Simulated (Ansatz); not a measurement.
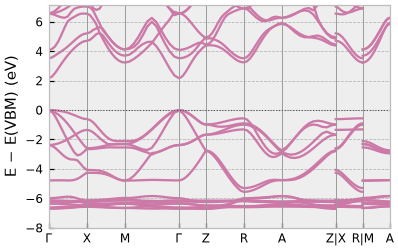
Band structure from DFT-r²SCAN in the program Ansatz with PAW potentials

Q: Read off the gap and where the band edges lie.

A: About 2.2 eV (2.17 eV by a search for the band edges); maximum at Γ, minimum at Γ.

Q: Which of these materials gives this?
A) MgS, P4_2/mmc (Mg on 2c, S on 2e)
B) Zn2SeS, P-4m2 (Zn on 2g, Se on 1d, S on 1b)
C) AlGaN2, P-4m2 (Al on 1c, Ga on 1a, N on 2g)
D) AlInSb2, P-4m2 (Al on 1a, In on 1c, Sb on 2g)

A: B, Zn2SeS, P-4m2 (Zn on 2g, Se on 1d, S on 1b)

The first step of the workflow began from a Materials Project structure, measured or hypothetical; the Crystallography Open Database copy checked does not list it. Its standing as an ambient phase is unchecked. The r²SCAN relaxation kept the symmetry of its start; whether a distortion lowers the energy is not shown. Spin–orbit coupling is left out wherever it is not named.

Potentials: the later of the program's two PAW sets.
